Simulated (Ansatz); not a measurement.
Ca(OH)₂ (P-3m1, No. 164) was calculated with PBEsol (Ansatz, a program for electronic structure, PAW).

Settings: plane-wave cutoff 520 eV, 12×12×8 k mesh (along the axes of the cell as run), Fermi–Dirac smearing 0.01 eV, scalar-relativistic PAW data made under PBE.

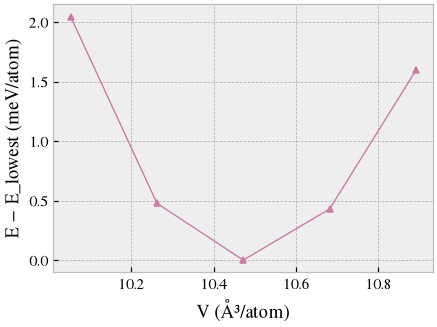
Figure: Total energy against volume

**Question.** From the curve, estimate the equilibrium volume and the bulk modulus.

**Answer.** V0 ≈ 10.5 Å³/atom and B0 ≈ 34 GPa; the fit gives V0 = 10.471 Å³/atom, B0 = 34.5 GPa, B′ = 8.8.

Shape and atoms are relaxed at each volume.

Note: the relaxation could not lower the start's symmetry, so the cell can be a saddle point above a distorted one; the bulk modulus comes from volumes at which shape and atoms were relaxed.

Computed values are for the static lattice.
